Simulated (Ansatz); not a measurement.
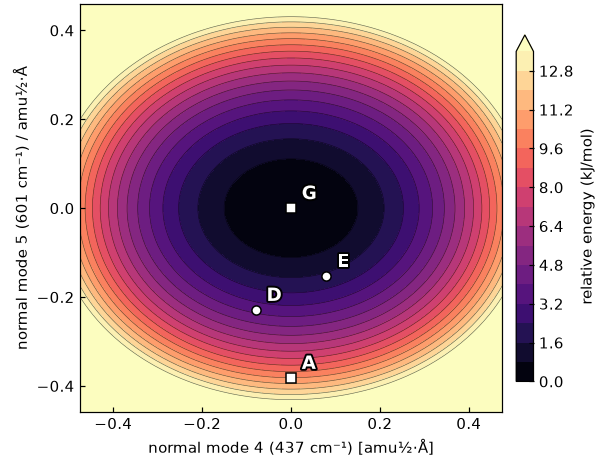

Cl₂GaH, SMILES [Cl][GaH][Cl]. Coordinates scanned: (1) normal mode 4 (437 cm⁻¹); (2) normal mode 5 (601 cm⁻¹). Nothing is relaxed (straight displacements along the two mass-weighted modes). Grid: 13 × 13 points; 49 points were computed and 120 follow by symmetry. Energies: kJ/mol, counted from the lowest grid point. The calculation used RKS B3LYP-D4/def2-TZVP in Ansatz 0.2.0.

Drawn: filled contours, one colour for all values above the top of the scale, lettered points. Between grid points the surface is interpolated.

> Is A the lowest point of the computed grid?

No. A lies 10.4 kJ/mol above the lowest grid point, which is at normal mode 4 (437 cm⁻¹) = 0.000 amu½·Å, normal mode 5 (601 cm⁻¹) = 0.000 amu½·Å.

> What kind of point is each of A, D, E, G: minimum, saddle, maximum or slope?

A: on a slope; D: on a slope; E: on a slope; G: minimum. (In these two coordinates alone; a stationary point may lie a little off the grid point.)

> Rank the lettered points by energy, lowest first.

G (0.0 kJ/mol), E (1.8 kJ/mol), D (3.8 kJ/mol), A (10.4 kJ/mol).
